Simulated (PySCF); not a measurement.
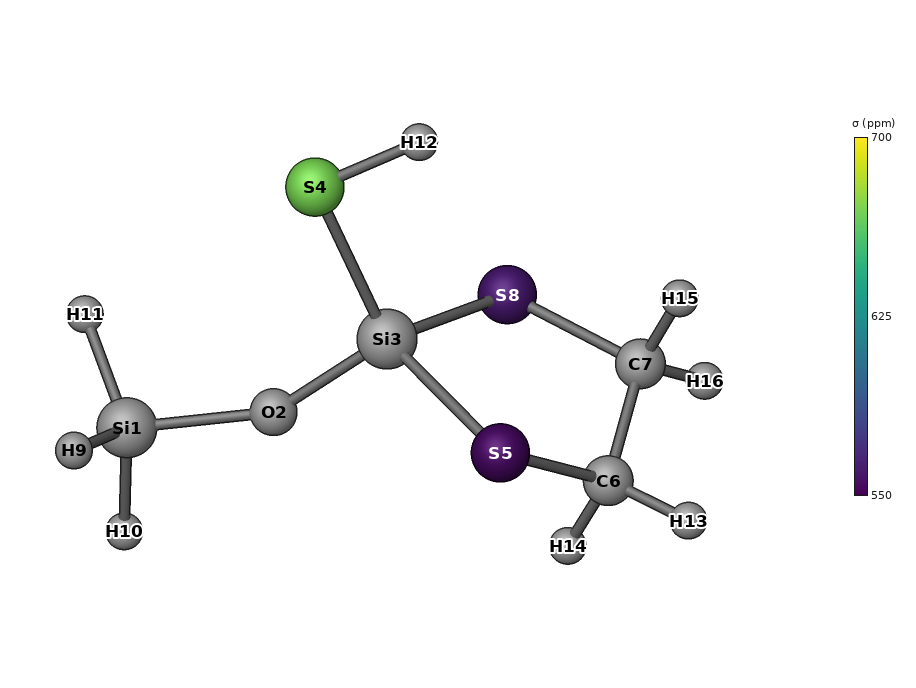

Atoms are coloured by their isotropic NMR shieldings (S only, the others grey). The geometry was computed by an optimisation with GFN2-xTB. No frequency run is at hand to confirm it as a minimum. Method: GIAO PBE0/pcSseg-1 NMR shielding, non-relativistic, gas phase (PySCF 2.14.0).

Give the isotropic NMR shieldings of the S atoms atom by atom.

```json
{"atom": "S4", "σ (ppm)": "669.2"}
{"atom": "S5", "σ (ppm)": "555.0"}
{"atom": "S8", "σ (ppm)": "560.6"}
```

The geometry is semi-empirical. Around Si such bond lengths and angles can be off by a tenth of an ångström or more and by several degrees, and values that hang on the shape move with them.
